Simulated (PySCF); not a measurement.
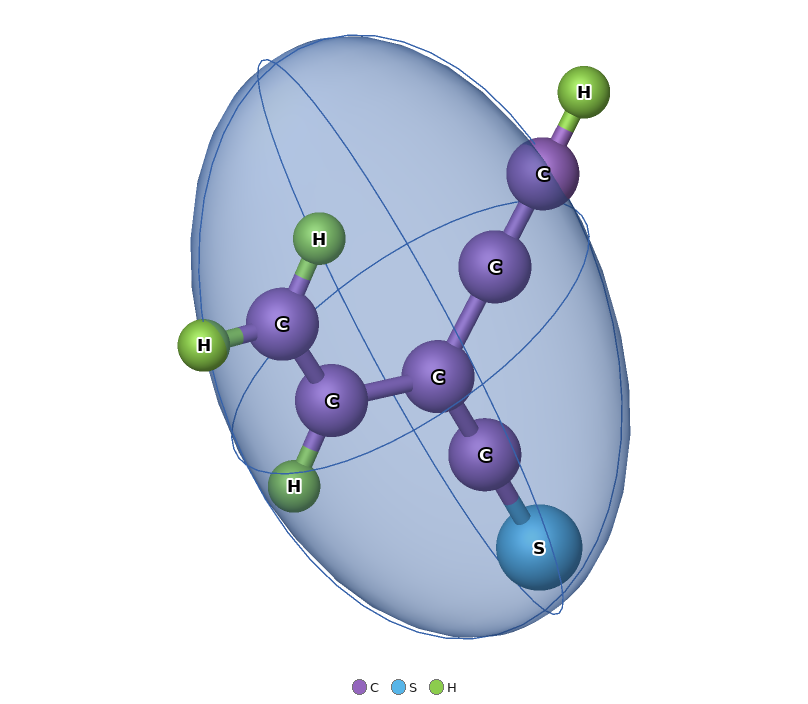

The ellipsoid shows the static dipole polarisability: its half-axes are proportional to the principal values. The geometry was computed by an optimisation with GFN2-xTB. No frequency run is at hand to confirm it as a minimum. Method: PBE0/def2-SVPD (PySCF 2.14.0).

Question. Give the principal values, the mean and the anisotropy.

Answer. Principal values 55.5, 90.9, 160.3 bohr³; mean 102.2 bohr³ (15.15 Å³); anisotropy 92.3 bohr³, so the longest axis is 2.89 times the shortest.
